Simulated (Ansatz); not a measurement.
System CoO (space group Fm-3m, No. 225); source of the atomic positions: the input geometry of an electronic-structure calculation (not necessarily at equilibrium).

```
O Co
1.0
     4.25800    0.00000    0.00000
     0.00000    4.25800    0.00000
     0.00000    0.00000    4.25800
O Co
4 4
Direct
  0.50000 0.00000 0.00000
  0.50000 0.50000 0.50000
  0.00000 0.00000 0.50000
  0.00000 0.50000 0.00000
  0.00000 0.00000 0.00000
  0.00000 0.50000 0.50000
  0.50000 0.00000 0.50000
  0.50000 0.50000 0.00000
```

Describe how the polyhedra about Co are linked (bonds: Co–O below 2.4 Å).

Co: CoO6 octahedron, sharing corners with six neighbours and edges with twelve neighbours.

They form a three-dimensional framework of corner- and edge-sharing octahedra.

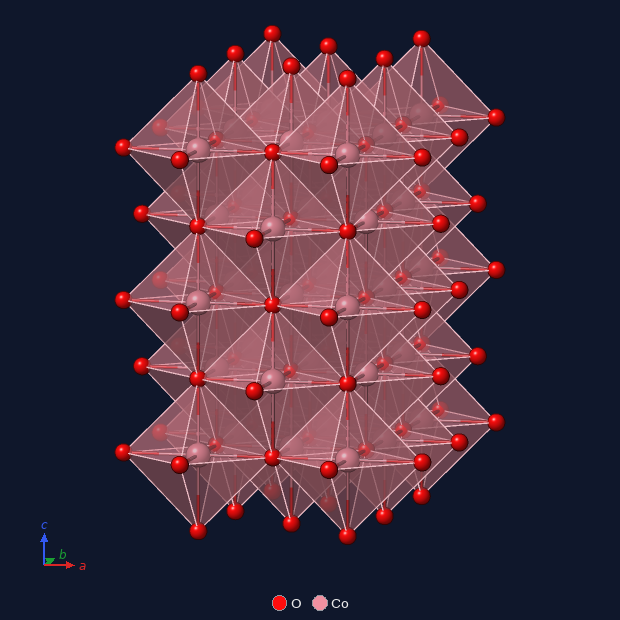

Polyhedra are drawn about Co (bonds: Co–O below 2.4 Å); other atoms are plain spheres.
